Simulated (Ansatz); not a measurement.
A structure file:

```
CELL_PARAMETERS angstrom
4.23317 0.00000 0.00000
0.00000 4.23317 0.00000
0.00000 0.00000 2.69349
ATOMIC_POSITIONS crystal
Si 0.50000 0.50000 0.50000
Si 0.00000 0.00000 0.00000
O 0.69316 0.69316 0.00000
O 0.19316 0.80684 0.50000
O 0.30684 0.30684 0.00000
O 0.80684 0.19316 0.50000
```

> What crystal do these data define?

The material is SiO2. Space group: P4_2/mnm (No. 136). Lattice: primitive tetragonal. In terms of structure types, this is rutile. With Z = 2, the cell contains 2 Si, 4 O. The neighbours of Si are six O in a distorted octahedral arrangement at 1.78 to 1.84 Å. The coordination shell of O holds three Si at 1.78 to 1.84 Å. The bonds build a three-dimensional framework.

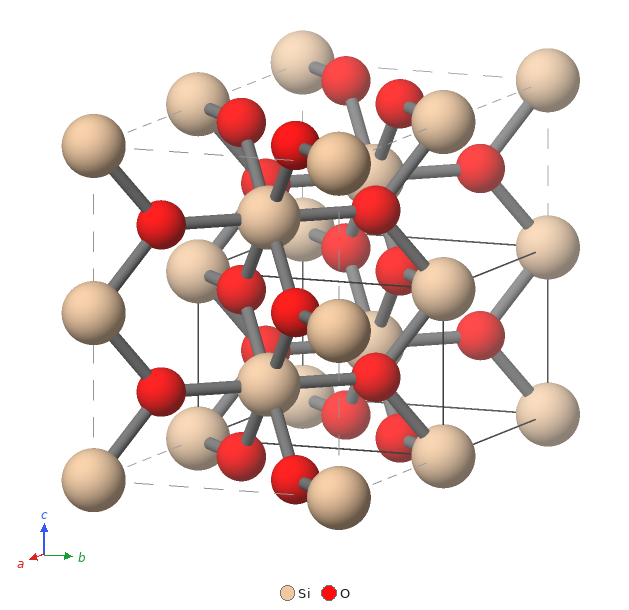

Shown here is a ball-and-stick view of the crystal, taken slightly off an axis. Solid lines give the conventional unit cell, repeated here 2×1×2 times. Colours: silicon light orange, oxygen red.

The starting point was a structure listed in the Materials Project. Earlier steps of the study, as a rule a relaxation of our own, may have changed the cell and positions, so they can lie some per cent off the listed ones. An electronic-structure calculation with Ansatz was run on it.

At this level of theory the run's own cell isn't at rest (stretched, at -10 GPa), so its distances can differ from those at equilibrium, the more so the softer the solid.
